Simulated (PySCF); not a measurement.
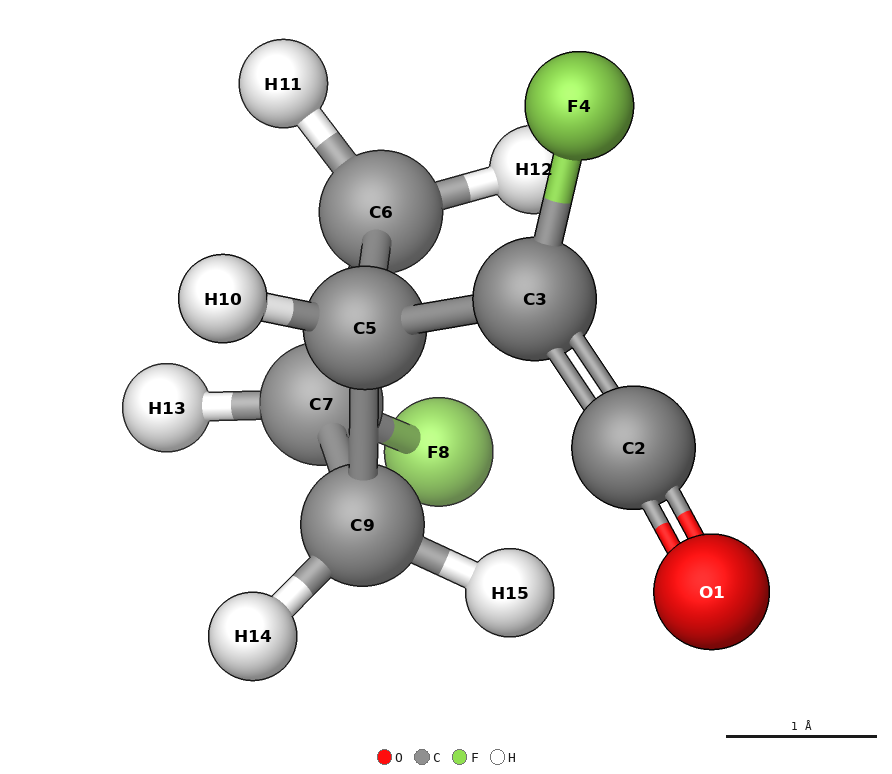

Numbered structure. Geometry: an image of a reaction path computed with GFN2-xTB, not a minimum.

Describe the coordination of atom 3.

C3 has 3 neighbours (C2 at 1.30, F4 at 1.36, C5 at 1.50 Å); the arrangement is trigonal planar.

How are the neighbours of atom 2 arranged?

C2 has 2 neighbours (O1 at 1.16, C3 at 1.30 Å); the arrangement is linear.

What is the dihedral angle F8–C7–C9–C5?

132° in size, that is anticlinal.
